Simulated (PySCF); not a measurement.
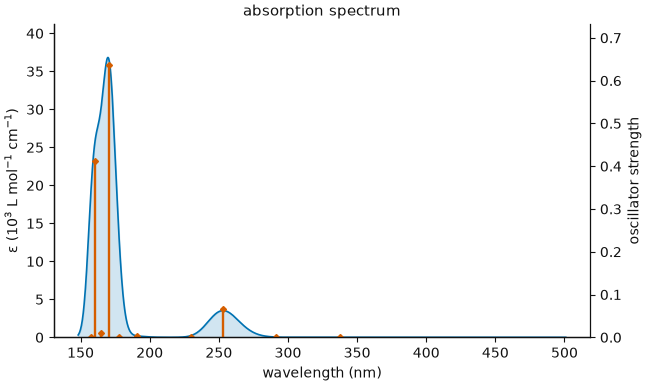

Vertical TDDFT excitations, CAM-B3LYP/def2-SVPD in PySCF, at a PBE0-D3(BJ)/def2-SVP geometry (no frequency check), gas phase. The lowest 10 singlet states are shown; each is broadened by a Gaussian of 1/e half-width 0.30 eV. Sticks give oscillator strengths (right axis).

**Which molecule gives this spectrum?**
A. C₂H₇As, SMILES [H][As]([H])CC
B. C₃H₅ClSi, SMILES CC#C[SiH2]Cl
C. C₅H₇FOSi, SMILES C#C[Si@@H]1OCC[C@@H]1F
D. C₄HNO, SMILES N#CC#CC=O

D. Its lowest singlet lies at 3.68 eV (f = 0.000) and the brightest of those computed is S7 at 7.27 eV (171 nm), f = 0.637, mixed, the largest part being HOMO−1 → LUMO+1 (25 %).

Known limits of this run: core orbitals are frozen in the response.
